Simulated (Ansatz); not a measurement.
**C2F3N (cyanotrifluoromethane): a chain of runs**

Aim: a series of 18 runs (HF/STO-3G, UHF/STO-3G, HF/3-21G, UHF/3-21G, HF/6-31G*, UHF/6-31G*, B3LYP/6-31G*, PBE/def2-SVP, and more) of C2F3N (cyanotrifluoromethane). 

Program for the calculation: Ansatz 0.2.0.

### 1 The molecule

C2F3N: 6 atoms, total charge 0, spin state singlet. SMILES: `N#CC(F)(F)F`. The shape is that of a PBE0-D4/def2-TZVP optimisation. The run starts from this shape.

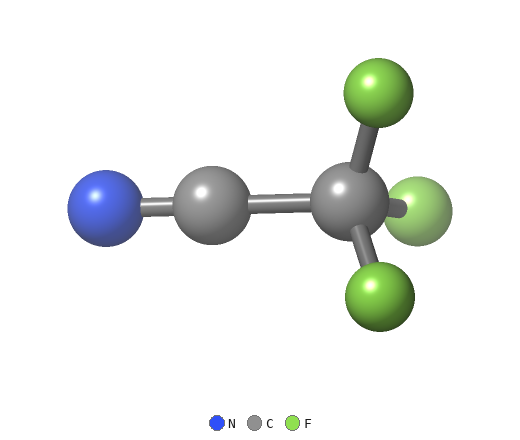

The structure, seen from a chosen angle (nitrogen blue, carbon grey, fluorine green).

### 2 A structure relaxation at HF/STO-3G (run 1)

molecule.yaml

```yaml
crystal:
  periodic: [false, false, false]
  atoms:
    - {symbol: "N", position_ang: [1.022100, -1.705100, 0.893500]}
    - {symbol: C, position_ang: [0.486200, -0.810600, 0.417800]}
    - {symbol: C, position_ang: [-0.206400, 0.345600, -0.197200]}
    - {symbol: F, position_ang: [-1.316000, -0.055800, -0.802300]}
    - {symbol: F, position_ang: [0.581500, 0.927000, -1.091500]}
    - {symbol: F, position_ang: [-0.525200, 1.234800, 0.733600]}
basis:
  gaussian:
    orbitals: STO-3G
output:
  orbitals: {seedname: orbitals}
hamiltonian:
  xc: hf
relax:
  f_tol: 0.002
```

On the command line:

```sh
$ ansatz run molecule.yaml --threads 1 --pin off --max-ram 3480MiB --events-out events.jsonl --progress --plain --runs-dir runs
```

Standard output, cut to the lines that bear on the results:

```text
Warning: RAYON_NUM_THREADS=1 ignored (pool sized by the plan → 1); use --threads N
[...]
Functional definition: HF
  name "HF"
[...]
465 factors; integrals over basis functions are off by at most 1.1e-5 eV
[...]
mean field -11500.24289596 eV, -422.6261312818 hartree, gradient 2.3e-5 eV, S^2 0.000000; 0 other end points of the search recorded, 0 dependent functions left out
[...]
reference -11500.24289596 eV, -422.6261312818 hartree; 23, 23 occupied and 7, 7 virtual orbitals, 465 factors
relax step   1: F+E_penalty+E_count = -11500.24289596 eV  Δ(F+E_penalty+E_count) = +0.000e0 eV  max|allowed force component| = 2.715e0 eV/Å  Δτ_max = 0.0000 Å  (28 SCF iters, accepted)
[...]
relax step   4: F+E_penalty+E_count = -11500.52382627 eV  Δ(F+E_penalty+E_count) = -1.189e-4 eV  max|allowed force component| = 6.684e-3 eV/Å  Δτ_max = 0.0008 Å  (27 SCF iters, accepted)
[...]
relax step   5: F+E_penalty+E_count = -11500.52382661 eV  Δ(F+E_penalty+E_count) = -3.379e-7 eV  max|allowed force component| = 4.793e-4 eV/Å  Δτ_max = 0.0000 Å  (27 SCF iters, accepted)
465 factors; integrals over basis functions are off by at most 1.2e-5 eV
mean field -11500.52382661 eV, -422.6364552927 hartree, gradient 2.4e-5 eV, S^2 0.000000; 1 other end points of the search recorded, 0 dependent functions left out
[...]
reference -11500.52382661 eV, -422.6364552927 hartree; 23, 23 occupied and 7, 7 virtual orbitals, 465 factors
Total energy: -11500.52382661 eV, -422.6364552927 hartree
Atom 0 at     1.046344    -1.745605     0.915050 Å, force    -0.000089     0.000063     0.000022 eV/Å
Atom 1 at     0.505801    -0.843307     0.435174 Å, force    -0.000060     0.000231    -0.000213 eV/Å
Atom 2 at    -0.211386     0.353922    -0.201601 Å, force     0.000262    -0.000479     0.000296 eV/Å
Atom 3 at    -1.358834    -0.059463    -0.827664 Å, force    -0.000127    -0.000021    -0.000079 eV/Å
Atom 4 at     0.601900     0.956158    -1.126456 Å, force     0.000051     0.000096    -0.000102 eV/Å
Atom 5 at    -0.541626     1.274196     0.759397 Å, force    -0.000037     0.000111     0.000076 eV/Å
Dipole moment:    -0.142705     0.238211    -0.126690 e Å
```

Wall time 3.6 s (1 thread of Arm Neoverse V1, shared host).

Step by step:

| step | energy from the first frame kept (eV) | largest force (eV/Å) |
| --- | --- | --- |
| 1 | 0.0000 | 3.2470 |
| 2 | -0.2709 | 0.9308 |
| 3 | -0.2808 | 0.1937 |
| 4 | -0.2809 | 0.0086 |
| 5 | -0.2809 | 0.0006 |

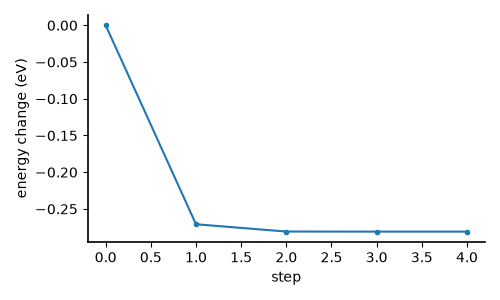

Energy along the run.

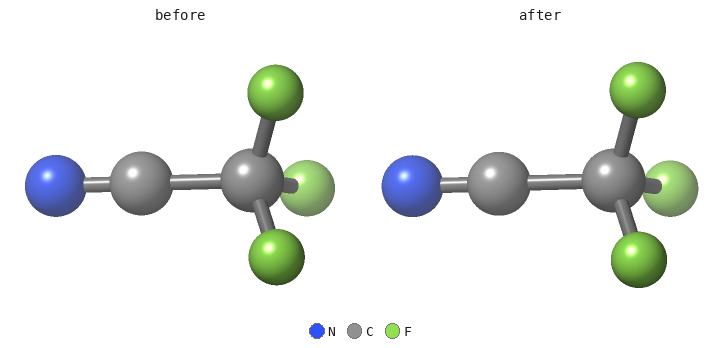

Before and after, at one scale.

After the run. Bond lengths: N1–C2 1.156 Å, C2–C3 1.534 Å, C3–F4 1.371 Å, C3–F5 1.371 Å, C3–F6 1.371 Å. Angles: N1–C2–C3 180.0°, C2–C3–F4 110.2°, C2–C3–F5 110.2°, C2–C3–F6 110.2°, F4–C3–F5 108.7°, F4–C3–F6 108.7°, F5–C3–F6 108.7°.

### 3 The harmonic vibrations at HF/STO-3G (run 2)

in.yaml

```yaml
crystal:
  periodic: [false, false, false]
  atoms:
    - {symbol: N, position_ang: [1.046344, -1.745605, 0.915050]}
    - {symbol: C, position_ang: [0.505801, -0.843307, 0.435174]}
    - {symbol: C, position_ang: [-0.211386, 0.353922, -0.201601]}
    - {symbol: F, position_ang: [-1.358834, -0.059463, -0.827664]}
    - {symbol: F, position_ang: [0.601900, 0.956158, -1.126456]}
    - {symbol: F, position_ang: [-0.541626, 1.274196, 0.759397]}
basis:
  gaussian: {orbitals: STO-3G}
hamiltonian: {xc: hf}
phonons: {temperatures: {t_min: 298.15, t_max: 298.15, t_step: 1}}
```

On the command line:

```sh
$ ansatz run in.yaml --threads 1 --pin off --max-ram 3480MiB --events-out events.jsonl --progress --plain --runs-dir runs
```

Standard output, cut to the lines that bear on the results:

```text
Warning: RAYON_NUM_THREADS=1 ignored (pool sized by the plan → 1); use --threads N
Functional definition: HF
  name "HF"
[...]
463 factors; integrals over basis functions are off by at most 1.2e-5 eV
[...]
mean field -11500.52381067 eV, -422.6364547072 hartree, gradient 1.6e-5 eV, S^2 0.000000; 0 other end points of the search recorded, 0 dependent functions left out
[...]
reference -11500.52381067 eV, -422.6364547072 hartree; 23, 23 occupied and 7, 7 virtual orbitals, 463 factors
[...]
463 factors; integrals over basis functions are off by at most 1.2e-5 eV
[...]
mean field -11500.52369332 eV, -422.6364503947 hartree, gradient 1.3e-6 eV, S^2 0.000000; 0 other end points of the search recorded, 0 dependent functions left out
[...]
reference -11500.52369332 eV, -422.6364503947 hartree; 23, 23 occupied and 7, 7 virtual orbitals, 463 factors
[...]
463 factors; integrals over basis functions are off by at most 1.2e-5 eV
[...]
mean field -11500.52371688 eV, -422.6364512603 hartree, gradient 1.4e-6 eV, S^2 0.000000; 0 other end points of the search recorded, 0 dependent functions left out
[...]
reference -11500.52371688 eV, -422.6364512603 hartree; 23, 23 occupied and 7, 7 virtual orbitals, 463 factors
Total energy: -11500.52381067 eV, -422.6364547072 hartree
Atom 0 at     1.046344    -1.745605     0.915050 Å, force    -0.000106     0.000090     0.000009 eV/Å
Atom 1 at     0.505801    -0.843307     0.435174 Å, force    -0.000031     0.000179    -0.000189 eV/Å
Atom 2 at    -0.211386     0.353922    -0.201601 Å, force     0.000276    -0.000513     0.000335 eV/Å
Atom 3 at    -1.358834    -0.059463    -0.827664 Å, force    -0.000151    -0.000011    -0.000092 eV/Å
Atom 4 at     0.601900     0.956158    -1.126456 Å, force     0.000066     0.000125    -0.000139 eV/Å
Atom 5 at    -0.541626     1.274196     0.759397 Å, force    -0.000054     0.000130     0.000076 eV/Å
Dipole moment:    -0.142706     0.238211    -0.126690 e Å
Vibrations: 207.16 207.18 462.24 462.24 511.83 670.84 670.85 847.49 1312.12 1501.64 1501.64 2728.24 cm⁻¹, zero-point energy 0.687088 eV
```

Wall time 17 s (1 thread of Arm Neoverse V1, shared host).

Runs 3 to 6 aren't shown in full; the table further down has their settings and results.

### 4 The doublet cation: a single-point energy at UHF/3-21G (run 7)

job.yaml

```yaml
crystal:
  periodic: [false, false, false]
  atoms:
    - symbol: N
      position_ang: [1.012229, -1.688661, 0.884763]
    - symbol: C
      position_ang: [0.482246, -0.803987, 0.414261]
    - symbol: C
      position_ang: [-0.197732, 0.331133, -0.189480]
    - symbol: F
      position_ang: [-1.322195, -0.065383, -0.804450]
    - symbol: F
      position_ang: [0.592026, 0.926154, -1.096158]
    - symbol: F
      position_ang: [-0.524373, 1.236643, 0.744964]
basis:
  gaussian: {orbitals: 3-21G.json}
total_charge: 1
magnetization: {spin_polarized: true, initial_magnetization: 1}
hamiltonian: {xc: hf}
```

The basis set 3-21G is read from a file made from the Basis Set Exchange's data (not shown).

On the command line:

```sh
$ ansatz run job.yaml --threads 1 --pin off --max-ram 3480MiB --events-out events.jsonl --progress --plain --runs-dir runs
```

Standard output, cut to the lines that bear on the results:

```text
Warning: RAYON_NUM_THREADS=1 ignored (pool sized by the plan → 1); use --threads N
Functional definition: HF
  name "HF"
[...]
648 factors; integrals over basis functions are off by at most 2.6e-4 eV
[...]
mean field -11582.78831864 eV, -425.6596196141 hartree, gradient 2.0e-6 eV, S^2 1.136413; 5 other end points of the search recorded, 0 dependent functions left out
reference -11582.78831864 eV, -425.6596196141 hartree; 23, 22 occupied and 31, 32 virtual orbitals, 648 factors
Total energy: -11582.78831864 eV, -425.6596196141 hartree
```

Run time: 8.7 s. Hardware: 1 thread of Arm Neoverse V1, shared host; peak memory 0.12 GiB.

Runs 8 to 17 aren't shown in full; the table further down has their settings and results.

### 5 Vibrational wavenumbers at MP2/6-31G(d) (Cartesian functions) (run 18)

input.yaml

```yaml
crystal:
  periodic: [false, false, false]
  atoms:
    - {symbol: N, position_ang: [1.035807, -1.728020, 0.905699]}
    - {symbol: C, position_ang: [0.484050, -0.806996, 0.415859]}
    - {symbol: C, position_ang: [-0.207615, 0.347629, -0.198254]}
    - {symbol: F, position_ang: [-1.329457, -0.058529, -0.810008]}
    - {symbol: F, position_ang: [0.589199, 0.935304, -1.102391]}
    - {symbol: F, position_ang: [-0.529785, 1.246512, 0.742995]}
basis:
  gaussian:
    orbitals: "6-31G*"
phonons:
  temperatures: {t_min: 298.15, t_max: 298.15, t_step: 1}
correlation:
  method: mp2
```

On the command line:

```sh
$ ansatz run input.yaml --threads 1 --pin off --max-ram 3480MiB --events-out events.jsonl --progress --plain --runs-dir runs
```

Standard output, cut to the lines that bear on the results:

```text
Warning: RAYON_NUM_THREADS=1 ignored (pool sized by the plan → 1); use --threads N
Functional definition: HF
  name "HF"
[...]
886 factors; integrals over basis functions are off by at most 1.5e-4 eV
[...]
mean field -11659.30642751 eV, -428.4716082493 hartree, gradient 8.0e-6 eV, S^2 0.000000; 0 other end points of the search recorded, 0 dependent functions left out; unrestricted orbitals would lower it
6 core orbitals not correlated: weight in the atoms' cores, before any rotation towards them, 1.000 or more for the frozen orbitals, at most 0.000 for the correlated occupied ones
reference -11659.30642751 eV, -428.4716082493 hartree; 17, 17 occupied and 67, 67 virtual orbitals, 886 factors
second order -25.16218766 eV of doubles, -0.00000000 eV of singles
[...]
886 factors; integrals over basis functions are off by at most 1.5e-4 eV
[...]
reference -11659.30958213 eV, -428.4717241793 hartree; 17, 17 occupied and 67, 67 virtual orbitals, 886 factors
second order -25.15895658 eV of doubles, -0.00000000 eV of singles
[...]
Total energy: -11684.46861517 eV, -429.3963015902 hartree
Atom 0 at     1.035807    -1.728020     0.905699 Å, force    -0.000294     0.000444    -0.000210 eV/Å
Atom 1 at     0.484050    -0.806996     0.415859 Å, force     0.000476    -0.000711     0.000349 eV/Å
Atom 2 at    -0.207615     0.347629    -0.198254 Å, force     0.000116    -0.000206     0.000077 eV/Å
Atom 3 at    -1.329457    -0.058529    -0.810008 Å, force    -0.000215     0.000055    -0.000142 eV/Å
Atom 4 at     0.589199     0.935304    -1.102391 Å, force     0.000029     0.000181    -0.000176 eV/Å
Atom 5 at    -0.529785     1.246512     0.742995 Å, force    -0.000111     0.000236     0.000102 eV/Å
Dipole moment:    -0.124537     0.207882    -0.110558 e Å
Vibrations: 181.50 181.52 459.08 459.09 524.00 624.42 624.42 816.08 1271.44 1271.44 1279.51 2208.01 cm⁻¹, zero-point energy 0.613752 eV
Checks for a lower state left out: cluster_reference
```

Wall time 2 min (1 thread of Arm Neoverse V1, shared host); peak memory 0.18 GiB.

### 6 All runs side by side

| run | level | walk f tol | task | temperatures | partner | energy (Eh) | dipole moment (D) | wall time |
| --- | --- | --- | --- | --- | --- | --- | --- | --- |
| 1 | HF/STO-3G | 0.002 | optimise | – | base | -422.636455 | 1.47 | 3.6 s |
| 2 | HF/STO-3G | – | frequencies | (298.15, 298.15, 1) | base | -422.636455 | 1.47 | 17 s |
| 3 | UHF/STO-3G | – | energy | – | cation | -422.235441 | – | 1.6 s |
| 4 | UHF/STO-3G | – | optimise | – | cation | -422.257340 | – | 8.4 s |
| 5 | HF/3-21G | 0.002 | optimise | – | base | -426.145542 | 0.58 | 4.2 s |
| 6 | HF/3-21G | – | frequencies | (298.15, 298.15, 1) | base | -426.145542 | 0.58 | 19 s |
| 7 | UHF/3-21G | – | energy | – | cation | -425.659620 | – | 8.7 s |
| 8 | UHF/3-21G | – | optimise | – | cation | -425.668521 | – | 29 s |
| 9 | HF/6-31G* (Cartesian functions) | 0.002 | optimise | – | base | -428.481061 | 1.50 | 11 s |
| 10 | HF/6-31G* (Cartesian functions) | – | frequencies | (298.15, 298.15, 1) | base | -428.481061 | 1.50 | 48 s |
| 11 | UHF/6-31G* (Cartesian functions) | – | energy | – | cation | -428.011237 | – | 33 s |
| 12 | UHF/6-31G* (Cartesian functions) | – | optimise | – | cation | -428.029557 | – | 1.7 min |
| 13 | B3LYP/6-31G* (Cartesian functions) | 0.002 | optimise | – | base | -430.446540 | 1.43 | 19 s |
| 14 | B3LYP/6-31G* (Cartesian functions) | – | frequencies | (298.15, 298.15, 1) | base | -430.446540 | 1.43 | 55 s |
| 15 | PBE/def2-SVP | 0.002 | optimise | – | base | -429.706207 | 1.33 | 14 s |
| 16 | PBE/def2-SVP | – | frequencies | (298.15, 298.15, 1) | base | -429.706207 | 1.33 | 51 s |
| 17 | MP2/6-31G* (Cartesian functions) | 0.002 | optimise | – | base | -429.396302 | 1.28 | 24 s |
| 18 | MP2/6-31G* (Cartesian functions) | – | frequencies | (298.15, 298.15, 1) | base | -429.396302 | 1.28 | 2 min |

### 7 Summary of results

```
                                                                          quantity          value
                                                  run 18, MP2/6-31G*: total energy  -429.39630 Eh
                            run 18, MP2/6-31G*: dipole moment (correlated density)         1.28 D
                   run 18, MP2/6-31G*: correlation energy (6 core orbitals frozen)     -924.7 mEh
                                      run 18, MP2/6-31G*: largest force on an atom     0.001 eV/Å
                                    run 18, MP2/6-31G*: lowest harmonic wavenumber       182 cm⁻¹
                                   run 18, MP2/6-31G*: highest harmonic wavenumber      2208 cm⁻¹
                                             run 18, MP2/6-31G*: zero-point energy    59.2 kJ/mol
                     vertical ionisation energy (to the doublet cation), HF/STO-3G      10.912 eV
                      vertical ionisation energy (to the doublet cation), HF/3-21G      13.223 eV
                     vertical ionisation energy (to the doublet cation), HF/6-31G*      12.785 eV
adiabatic ionisation energy (to the doublet cation, no zero-point term), HF/STO-3G      10.316 eV
 adiabatic ionisation energy (to the doublet cation, no zero-point term), HF/3-21G      12.980 eV
adiabatic ionisation energy (to the doublet cation, no zero-point term), HF/6-31G*      12.286 eV
```

What this shows: At HF/STO-3G: removing an electron at fixed nuclei costs 10.91 eV (1053 kJ/mol). Its partner is spin-contaminated (⟨S²⟩ = 1.16). At HF/3-21G: the vertical ionisation energy comes to 13.22 eV (1276 kJ/mol). Its partner is spin-contaminated (⟨S²⟩ = 1.14). At HF/6-31G*: removing an electron at fixed nuclei costs 12.78 eV (295 kcal/mol). At HF/STO-3G: the adiabatic ionisation energy (to the doublet cation, no zero-point term) is 10.32 eV (238 kcal/mol). Totals of different functionals can't be ranked against each other. Spin contamination: run 3 ⟨S²⟩ = 1.16, run 4 ⟨S²⟩ = 1.40, run 7 ⟨S²⟩ = 1.14, run 8 ⟨S²⟩ = 1.18. All runs together took 9.5 min, the longest 2 min.
